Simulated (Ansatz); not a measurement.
# AlBH₇NSi: a short trajectory

Aim: follow AlBH₇NSi for 20 steps at constant energy (700 K) and see how far bonds stretch and how energy moves between motion and potential.

Program: Ansatz 0.2.0, Gaussian basis. Level of theory: revPBE/6-31G*. These are calculated values, not measurements.

### Step 1. The relaxed structure

An earlier PBE0-D4 in a triple-zeta def2 set relaxation fixed the geometry.

11 atoms, charge 0, spin multiplicity 1.

Atoms are counted from 1 here; the program's logs count them from 0.

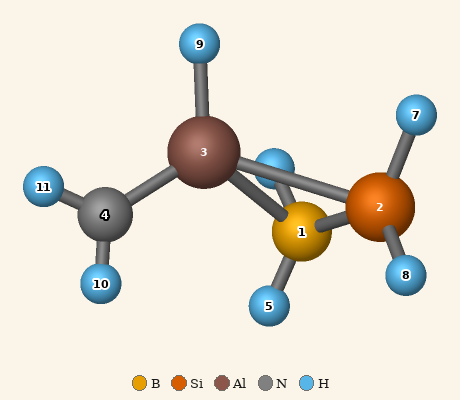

The geometry (boron amber, silicon orange, aluminium brown, nitrogen grey, hydrogen blue); atoms are numbered from 1 in the order of the file.

### Step 2. The run

Contents of in.yaml:

```yaml
crystal:
  periodic: [false, false, false]
  atoms:
    - {symbol: B, position_ang: [-0.811368, 1.238369, -0.084766]}
    - {symbol: Si, position_ang: [0.901497, 1.632522, -0.690144]}
    - {symbol: Al, position_ang: [0.195795, -0.587252, 0.682424]}
    - {symbol: N, position_ang: [-0.464706, -2.088449, 0.028447]}
    - {symbol: H, position_ang: [-1.661085, 0.870100, -0.840280]}
    - {symbol: H, position_ang: [-1.032458, 1.195469, 1.114288]}
    - {symbol: H, position_ang: [2.063660, 1.954731, 0.179646]}
    - {symbol: H, position_ang: [1.332415, 1.495576, -2.103521]}
    - {symbol: H, position_ang: [0.986372, -0.634438, 2.052449]}
    - {symbol: H, position_ang: [-0.994510, -2.158400, -0.825127]}
    - {symbol: H, position_ang: [-0.450213, -2.975129, 0.506984]}
basis:
  gaussian: {orbitals: "6-31G*"}
magnetization: {spin_polarized: true, initial_magnetization: 0}
hamiltonian: {xc: {name: revPBE}}
md: {timestep: 0.5 fs, n_steps: 20, ensemble: nve, temperature: 700, initial_velocities: maxwell_boltzmann, seed: 521}
```

Started as:

```sh
$ ansatz run in.yaml --threads 2 --pin off --events-out ev --progress --plain --max-ram 4352MiB
```

Standard output:

```text
Functional definition: revPBE
  name "revPBE"
  cite "Zhang & Yang, Phys. Rev. Lett. 80, 890 (1998) doi:10.1103/PhysRevLett.80.890"
  cite "Perdew, Burke & Ernzerhof, Phys. Rev. Lett. 77, 3865 (1996) doi:10.1103/PhysRevLett.77.3865"
  parameter kappa = 1.245
  parameter beta = 0.06672455060314922
  exchange = pbe_x(kappa = kappa, mu = beta*pi^2/3)
  correlation = pbe_c(beta = beta)
1047 factors; their error is unknown
mean field evaluation 1: about -16737.5442 eV, gradient 5.1e1 eV
mean field evaluation 2: about -16681.8495 eV, gradient 9.8e1 eV
mean field evaluation 4: about -16748.9625 eV, gradient 1.2e1 eV
mean field evaluation 8: about -16749.9866 eV, gradient 2.4e-1 eV
mean field evaluation 16: about -16749.9232 eV, gradient 1.1e-3 eV
mean field -16749.92317828 eV, -615.5483232960 hartree, gradient 4.8e-5 eV, S^2 0.000000; 0 other end points of the search recorded, 0 dependent functions left out
the calculation of the forces begins
reference -16749.92323691 eV, -615.5483254508 hartree; 23, 23 occupied and 59, 59 virtual orbitals, 1047 factors
md step     0: t =     0.00 fs  T =   700.0 K  F+E_penalty+E_count = -16749.92317828 eV  E_kin = 0.814338 eV  conserved = -16749.10884029 eV  (33 SCF iters)
these checks for a lower state are left out or cut short: starts, cluster_reference, orbital_swaps, neighbouring_geometries, increment
1047 factors; their error is unknown
mean field -16749.93023511 eV, -615.5485826297 hartree, gradient 1.5e-5 eV, S^2 0.000000; 0 other end points of the search recorded, 0 dependent functions left out
the calculation of the forces begins
reference -16749.93029368 eV, -615.5485847822 hartree; 23, 23 occupied and 59, 59 virtual orbitals, 1047 factors
md step     1: t =     0.50 fs  T =   705.9 K  F+E_penalty+E_count = -16749.93023511 eV  E_kin = 0.821175 eV  conserved = -16749.10906032 eV  (32 SCF iters)
these checks for a lower state are left out or cut short: starts, cluster_reference, orbital_swaps, neighbouring_geometries, increment
1047 factors; their error is unknown
mean field evaluation 32: about -16749.9316 eV, gradient 1.5e-5 eV
mean field -16749.93164876 eV, -615.5486345804 hartree, gradient 1.5e-5 eV, S^2 0.000000; 0 other end points of the search recorded, 0 dependent functions left out
the calculation of the forces begins
reference -16749.93170726 eV, -615.5486367302 hartree; 23, 23 occupied and 59, 59 virtual orbitals, 1047 factors
md step     2: t =     1.00 fs  T =   706.9 K  F+E_penalty+E_count = -16749.93164876 eV  E_kin = 0.822339 eV  conserved = -16749.10930934 eV  (32 SCF iters)
these checks for a lower state are left out or cut short: starts, cluster_reference, orbital_swaps, neighbouring_geometries, increment
1047 factors; their error is unknown
mean field -16749.92434115 eV, -615.5483660308 hartree, gradient 1.7e-5 eV, S^2 0.000000; 0 other end points of the search recorded, 0 dependent functions left out
the calculation of the forces begins
reference -16749.92439958 eV, -615.5483681782 hartree; 23, 23 occupied and 59, 59 virtual orbitals, 1047 factors
md step     3: t =     1.50 fs  T =   700.5 K  F+E_penalty+E_count = -16749.92434115 eV  E_kin = 0.814882 eV  conserved = -16749.10945875 eV  (32 SCF iters)
these checks for a lower state are left out or cut short: starts, cluster_reference, orbital_swaps, neighbouring_geometries, increment
1047 factors; their error is unknown
mean field -16749.90683089 eV, -615.5477225405 hartree, gradient 2.0e-5 eV, S^2 0.000000; 0 other end points of the search recorded, 0 dependent functions left out
the calculation of the forces begins
reference -16749.90688927 eV, -615.5477246860 hartree; 23, 23 occupied and 59, 59 virtual orbitals, 1047 factors
md step     4: t =     2.00 fs  T =   685.4 K  F+E_penalty+E_count = -16749.90683089 eV  E_kin = 0.797389 eV  conserved = -16749.10944210 eV  (32 SCF iters)
these checks for a lower state are left out or cut short: starts, cluster_reference, orbital_swaps, neighbouring_geometries, increment
1047 factors; their error is unknown
mean field -16749.88014957 eV, -615.5467420203 hartree, gradient 2.3e-5 eV, S^2 0.000000; 0 other end points of the search recorded, 0 dependent functions left out
the calculation of the forces begins
reference -16749.88020792 eV, -615.5467441644 hartree; 23, 23 occupied and 59, 59 virtual orbitals, 1047 factors
md step     5: t =     2.50 fs  T =   662.6 K  F+E_penalty+E_count = -16749.88014957 eV  E_kin = 0.770877 eV  conserved = -16749.10927263 eV  (33 SCF iters)
these checks for a lower state are left out or cut short: starts, cluster_reference, orbital_swaps, neighbouring_geometries, increment
1047 factors; their error is unknown
mean field -16749.84759880 eV, -615.5455458014 hartree, gradient 2.6e-5 eV, S^2 0.000000; 0 other end points of the search recorded, 0 dependent functions left out
the calculation of the forces begins
reference -16749.84765713 eV, -615.5455479450 hartree; 23, 23 occupied and 59, 59 virtual orbitals, 1047 factors
md step     6: t =     3.00 fs  T =   634.9 K  F+E_penalty+E_count = -16749.84759880 eV  E_kin = 0.738583 eV  conserved = -16749.10901621 eV  (32 SCF iters)
these checks for a lower state are left out or cut short: starts, cluster_reference, orbital_swaps, neighbouring_geometries, increment
1047 factors; their error is unknown
mean field evaluation 64: about -16749.8137 eV, gradient 1.3e-1 eV
mean field -16749.81372070 eV, -615.5443008041 hartree, gradient 3.8e-6 eV, S^2 0.000000; 0 other end points of the search recorded, 0 dependent functions left out
the calculation of the forces begins
reference -16749.81377903 eV, -615.5443029478 hartree; 23, 23 occupied and 59, 59 virtual orbitals, 1047 factors
md step     7: t =     3.50 fs  T =   606.0 K  F+E_penalty+E_count = -16749.81372070 eV  E_kin = 0.704968 eV  conserved = -16749.10875282 eV  (33 SCF iters)
these checks for a lower state are left out or cut short: starts, cluster_reference, orbital_swaps, neighbouring_geometries, increment
1047 factors; their error is unknown
mean field -16749.78304181 eV, -615.5431733759 hartree, gradient 4.0e-6 eV, S^2 0.000000; 0 other end points of the search recorded, 0 dependent functions left out
the calculation of the forces begins
reference -16749.78310017 eV, -615.5431755204 hartree; 23, 23 occupied and 59, 59 virtual orbitals, 1047 factors
md step     8: t =     4.00 fs  T =   579.8 K  F+E_penalty+E_count = -16749.78304181 eV  E_kin = 0.674492 eV  conserved = -16749.10854995 eV  (34 SCF iters)
these checks for a lower state are left out or cut short: starts, cluster_reference, orbital_swaps, neighbouring_geometries, increment
1047 factors; their error is unknown
mean field -16749.75899560 eV, -615.5422896937 hartree, gradient 6.2e-6 eV, S^2 0.000000; 0 other end points of the search recorded, 0 dependent functions left out
the calculation of the forces begins
reference -16749.75905399 eV, -615.5422918395 hartree; 23, 23 occupied and 59, 59 virtual orbitals, 1047 factors
md step     9: t =     4.50 fs  T =   559.2 K  F+E_penalty+E_count = -16749.75899560 eV  E_kin = 0.650544 eV  conserved = -16749.10845192 eV  (32 SCF iters)
these checks for a lower state are left out or cut short: starts, cluster_reference, orbital_swaps, neighbouring_geometries, increment
1047 factors; their error is unknown
mean field -16749.74320789 eV, -615.5417095063 hartree, gradient 6.1e-6 eV, S^2 0.000000; 0 other end points of the search recorded, 0 dependent functions left out
the calculation of the forces begins
reference -16749.74326633 eV, -615.5417116540 hartree; 23, 23 occupied and 59, 59 virtual orbitals, 1047 factors
md step    10: t =     5.00 fs  T =   545.6 K  F+E_penalty+E_count = -16749.74320789 eV  E_kin = 0.634731 eV  conserved = -16749.10847721 eV  (32 SCF iters)
these checks for a lower state are left out or cut short: starts, cluster_reference, orbital_swaps, neighbouring_geometries, increment
1047 factors; their error is unknown
mean field evaluation 96: about -16749.7352 eV, gradient 4.2e-6 eV
mean field -16749.73519825 eV, -615.5414151573 hartree, gradient 4.2e-6 eV, S^2 0.000000; 0 other end points of the search recorded, 0 dependent functions left out
the calculation of the forces begins
reference -16749.73525676 eV, -615.5414173077 hartree; 23, 23 occupied and 59, 59 virtual orbitals, 1047 factors
md step    11: t =     5.50 fs  T =   538.6 K  F+E_penalty+E_count = -16749.73519825 eV  E_kin = 0.626579 eV  conserved = -16749.10861915 eV  (34 SCF iters)
these checks for a lower state are left out or cut short: starts, cluster_reference, orbital_swaps, neighbouring_geometries, increment
1047 factors; their error is unknown
mean field -16749.73250271 eV, -615.5413160982 hartree, gradient 4.2e-6 eV, S^2 0.000000; 0 other end points of the search recorded, 0 dependent functions left out
the calculation of the forces begins
reference -16749.73256131 eV, -615.5413182516 hartree; 23, 23 occupied and 59, 59 virtual orbitals, 1047 factors
md step    12: t =     6.00 fs  T =   536.1 K  F+E_penalty+E_count = -16749.73250271 eV  E_kin = 0.623659 eV  conserved = -16749.10884420 eV  (34 SCF iters)
these checks for a lower state are left out or cut short: starts, cluster_reference, orbital_swaps, neighbouring_geometries, increment
1047 factors; their error is unknown
mean field -16749.73123338 eV, -615.5412694511 hartree, gradient 4.1e-6 eV, S^2 0.000000; 0 other end points of the search recorded, 0 dependent functions left out
the calculation of the forces begins
reference -16749.73129207 eV, -615.5412716079 hartree; 23, 23 occupied and 59, 59 virtual orbitals, 1047 factors
md step    13: t =     6.50 fs  T =   534.8 K  F+E_penalty+E_count = -16749.73123338 eV  E_kin = 0.622141 eV  conserved = -16749.10909224 eV  (33 SCF iters)
these checks for a lower state are left out or cut short: starts, cluster_reference, orbital_swaps, neighbouring_geometries, increment
1047 factors; their error is unknown
mean field -16749.72706390 eV, -615.5411162257 hartree, gradient 5.4e-6 eV, S^2 0.000000; 0 other end points of the search recorded, 0 dependent functions left out
the calculation of the forces begins
reference -16749.72712268 eV, -615.5411183856 hartree; 23, 23 occupied and 59, 59 virtual orbitals, 1047 factors
md step    14: t =     7.00 fs  T =   531.0 K  F+E_penalty+E_count = -16749.72706390 eV  E_kin = 0.617782 eV  conserved = -16749.10928196 eV  (32 SCF iters)
these checks for a lower state are left out or cut short: starts, cluster_reference, orbital_swaps, neighbouring_geometries, increment
1047 factors; their error is unknown
mean field -16749.71652801 eV, -615.5407290386 hartree, gradient 3.8e-6 eV, S^2 0.000000; 0 other end points of the search recorded, 0 dependent functions left out
the calculation of the forces begins
reference -16749.71658686 eV, -615.5407312013 hartree; 23, 23 occupied and 59, 59 virtual orbitals, 1047 factors
md step    15: t =     7.50 fs  T =   521.9 K  F+E_penalty+E_count = -16749.71652801 eV  E_kin = 0.607196 eV  conserved = -16749.10933192 eV  (34 SCF iters)
these checks for a lower state are left out or cut short: starts, cluster_reference, orbital_swaps, neighbouring_geometries, increment
1047 factors; their error is unknown
mean field evaluation 128: about -16749.6983 eV, gradient 4.6e-5 eV
mean field -16749.69829767 eV, -615.5400590863 hartree, gradient 3.8e-6 eV, S^2 0.000000; 0 other end points of the search recorded, 0 dependent functions left out
the calculation of the forces begins
reference -16749.69835658 eV, -615.5400612511 hartree; 23, 23 occupied and 59, 59 virtual orbitals, 1047 factors
md step    16: t =     8.00 fs  T =   506.4 K  F+E_penalty+E_count = -16749.69829767 eV  E_kin = 0.589100 eV  conserved = -16749.10919784 eV  (34 SCF iters)
these checks for a lower state are left out or cut short: starts, cluster_reference, orbital_swaps, neighbouring_geometries, increment
1047 factors; their error is unknown
mean field -16749.67386886 eV, -615.5391613440 hartree, gradient 3.8e-6 eV, S^2 0.000000; 0 other end points of the search recorded, 0 dependent functions left out
the calculation of the forces begins
reference -16749.67392781 eV, -615.5391635104 hartree; 23, 23 occupied and 59, 59 virtual orbitals, 1047 factors
md step    17: t =     8.50 fs  T =   485.6 K  F+E_penalty+E_count = -16749.67386886 eV  E_kin = 0.564956 eV  conserved = -16749.10891332 eV  (33 SCF iters)
these checks for a lower state are left out or cut short: starts, cluster_reference, orbital_swaps, neighbouring_geometries, increment
1047 factors; their error is unknown
mean field -16749.64707004 eV, -615.5381765055 hartree, gradient 3.8e-6 eV, S^2 0.000000; 0 other end points of the search recorded, 0 dependent functions left out
the calculation of the forces begins
reference -16749.64712902 eV, -615.5381786729 hartree; 23, 23 occupied and 59, 59 virtual orbitals, 1047 factors
md step    18: t =     9.00 fs  T =   462.9 K  F+E_penalty+E_count = -16749.64707004 eV  E_kin = 0.538471 eV  conserved = -16749.10859860 eV  (33 SCF iters)
these checks for a lower state are left out or cut short: starts, cluster_reference, orbital_swaps, neighbouring_geometries, increment
1047 factors; their error is unknown
mean field -16749.62230553 eV, -615.5372664265 hartree, gradient 2.3e-5 eV, S^2 0.000000; 0 other end points of the search recorded, 0 dependent functions left out
the calculation of the forces begins
reference -16749.62236452 eV, -615.5372685943 hartree; 23, 23 occupied and 59, 59 virtual orbitals, 1047 factors
md step    19: t =     9.50 fs  T =   441.7 K  F+E_penalty+E_count = -16749.62230553 eV  E_kin = 0.513900 eV  conserved = -16749.10840506 eV  (33 SCF iters)
these checks for a lower state are left out or cut short: starts, cluster_reference, orbital_swaps, neighbouring_geometries, increment
1047 factors; their error is unknown
mean field -16749.60234465 eV, -615.5365328778 hartree, gradient 2.4e-5 eV, S^2 0.000000; 0 other end points of the search recorded, 0 dependent functions left out
the calculation of the forces begins
reference -16749.60240365 eV, -615.5365350457 hartree; 23, 23 occupied and 59, 59 virtual orbitals, 1047 factors
1047 factors; their error is unknown
mean field evaluation 160: about -16749.6696 eV, gradient 1.3e-1 eV
mean field -16749.60234465 eV, -615.5365328778 hartree, gradient 2.4e-5 eV, S^2 0.000000; 1 other end points of the search recorded, 0 dependent functions left out
the calculation of the forces begins
reference -16749.60240365 eV, -615.5365350457 hartree; 23, 23 occupied and 59, 59 virtual orbitals, 1047 factors
md step    20: t =    10.00 fs  T =   424.6 K  F+E_penalty+E_count = -16749.60234465 eV  E_kin = 0.493924 eV  conserved = -16749.10842112 eV  (34 SCF iters)
Total energy: -16749.60240365 eV, -615.5365350457 hartree
Atom 0 at    -0.840243     1.259316    -0.025095 Å, force     0.960088     0.754387     0.007432 eV/Å
Atom 1 at     0.903674     1.619522    -0.713397 Å, force     0.391552     0.612518     0.264817 eV/Å
Atom 2 at     0.215602    -0.564250     0.708720 Å, force    -0.430544    -1.505484     0.299969 eV/Å
Atom 3 at    -0.523541    -2.127373    -0.013262 Å, force     0.668102     1.172400     0.698659 eV/Å
Atom 4 at    -1.620442     0.924857    -0.838366 Å, force    -0.614217    -0.258340    -0.313322 eV/Å
Atom 5 at    -1.038956     1.310137     1.174073 Å, force    -0.085099    -0.170806     0.041694 eV/Å
Atom 6 at     2.223070     1.993311    -0.029472 Å, force    -0.489951    -0.179186     0.155789 eV/Å
Atom 7 at     1.285573     1.692718    -2.157324 Å, force    -0.193872    -0.364268    -0.214518 eV/Å
Atom 8 at     0.714333    -0.749000     2.260901 Å, force    -0.060457     0.281452    -0.372441 eV/Å
Atom 9 at    -0.257469    -2.366008    -0.951797 Å, force    -0.138659    -0.064307    -1.034705 eV/Å
Atom 10 at    -0.525551    -2.995354     0.510081 Å, force    -0.006944    -0.278366     0.466625 eV/Å
Dipole moment:     0.220138    -0.207468    -0.198976 e Å
```

Run time: 59 s. Hardware: 2 threads of Arm Neoverse V1, shared host.

### Step 3. Frames and traces

Step by step, with energies from the first frame:

```csv
time (fs),T (K),potential (meV),conserved (meV),Al3–N4 (Å)
0.0,700,0.0,0.00,1.766
0.5,706,-7.1,-0.22,1.769
1.0,707,-8.5,-0.47,1.773
1.5,700,-1.2,-0.62,1.777
2.0,685,16.3,-0.60,1.781
2.5,663,43.0,-0.43,1.785
3.0,635,75.6,-0.18,1.789
3.5,606,109.5,0.09,1.794
4.0,580,140.1,0.29,1.799
4.5,559,164.2,0.39,1.805
5.0,546,180.0,0.36,1.810
5.5,539,188.0,0.22,1.817
6.0,536,190.7,0.00,1.823
6.5,535,191.9,-0.25,1.829
7.0,531,196.1,-0.44,1.836
7.5,522,206.7,-0.49,1.843
8.0,506,224.9,-0.36,1.849
8.5,486,249.3,-0.07,1.856
9.0,463,276.1,0.24,1.862
9.5,442,300.9,0.44,1.868
10.0,425,320.8,0.42,1.874
```

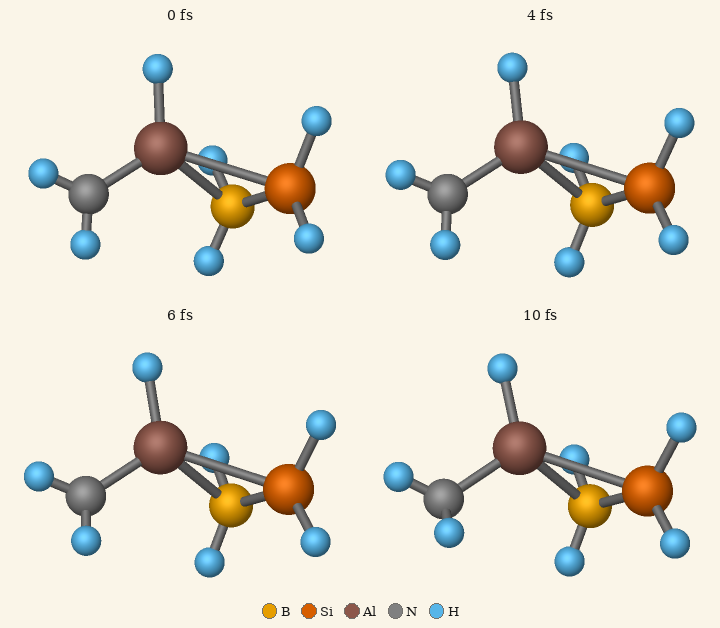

Four frames; sticks are those of the first frame.

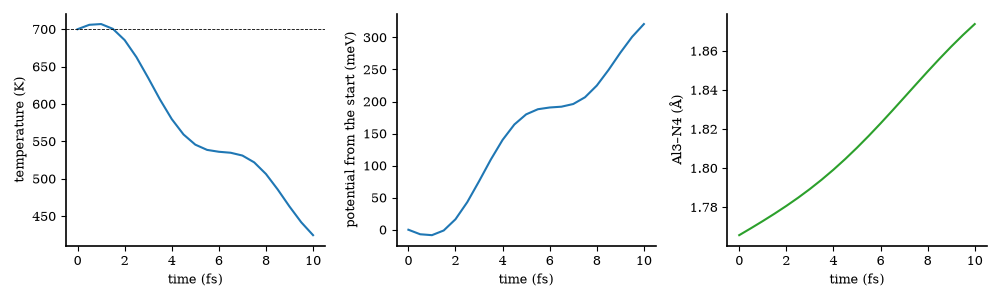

Temperature (the set value dashed), potential energy and the bond that swings most.

Positions (Å) and forces (eV/Å) at 10.0 fs:

```xyz
11

B    -0.840    1.259   -0.025    0.960    0.754    0.007
Si    0.904    1.620   -0.713    0.392    0.613    0.265
Al    0.216   -0.564    0.709   -0.431   -1.505    0.300
N    -0.524   -2.127   -0.013    0.668    1.172    0.699
H    -1.620    0.925   -0.838   -0.614   -0.258   -0.313
H    -1.039    1.310    1.174   -0.085   -0.171    0.042
H     2.223    1.993   -0.029   -0.490   -0.179    0.156
H     1.286    1.693   -2.157   -0.194   -0.364   -0.215
H     0.714   -0.749    2.261   -0.060    0.281   -0.372
H    -0.257   -2.366   -0.952   -0.139   -0.064   -1.035
H    -0.526   -2.995    0.510   -0.007   -0.278    0.467
```

### Step 4. Outcome

| quantity | value |
| --- | --- |
| length | 20 steps of 0.5 fs |
| temperature, first and last frame | 700, 425 K |
| temperature, second half | mean 503 K, from 425 to 546 K |
| swing of the potential | 329 meV |
| largest change of the conserved energy | 0.62 meV |
| range of Al3–N4 | 1.766 to 1.874 Å |

What this shows: From 700 K at the start the temperature swings between 425 and 707 K: with 11 atoms it has no steady value yet; starting near a minimum, about half of the kinetic energy flows into the potential. The conserved energy moves by 0.62 meV, 0.2 % of the potential's swing, so the step is short enough for this stretch. Al3–N4 swings most, by 0.11 Å; no bond breaks. A run of 10 fs gives no averages.
